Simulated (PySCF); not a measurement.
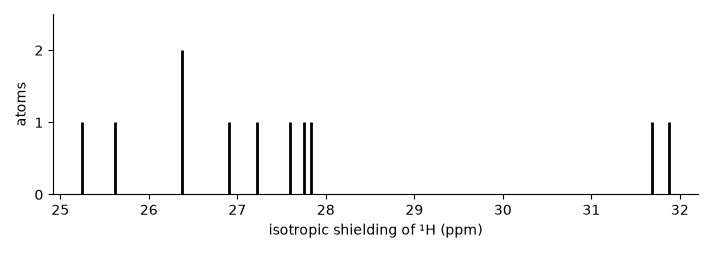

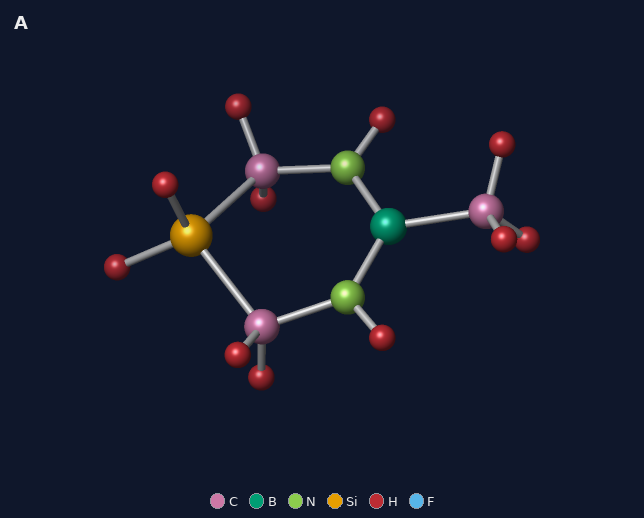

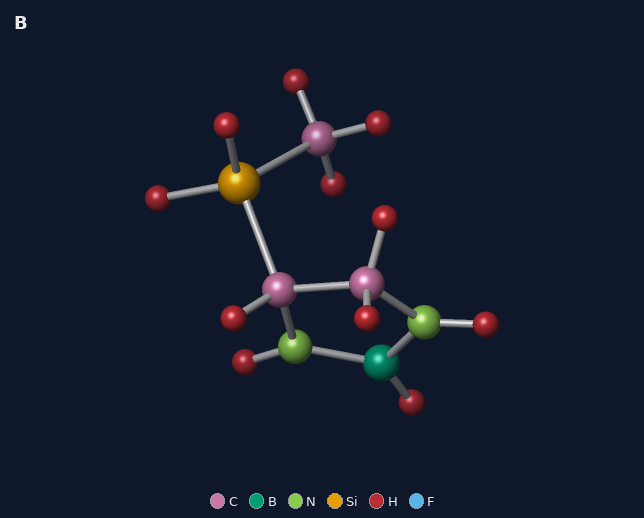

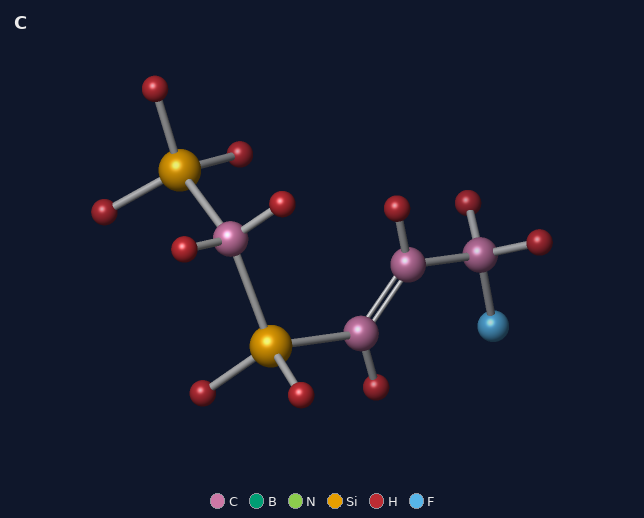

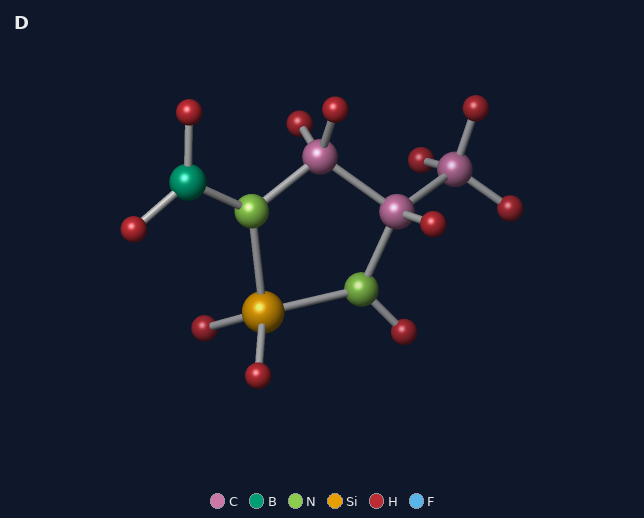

The sticks are computed shieldings of one of the molecules, for one fixed geometry (GFN2-xTB) without averaging over rotations. Low shielding means a high chemical shift. Method: GIAO PBE0/pcSseg-1 NMR shielding, non-relativistic, gas phase (PySCF 2.14.0).

### Which molecule gives this pattern?

C, `FC/C=C/[SiH2]C[SiH3]`. Its 11 H atoms give lines at 25.25, 25.62, 26.37 (2 atoms), 26.91, 27.22, 27.60, 27.76, 27.83, 31.68, 31.87 ppm.

The geometry is semi-empirical. Around B, Si such bond lengths and angles can be off by a tenth of an ångström or more and by several degrees, and values that hang on the shape move with them.
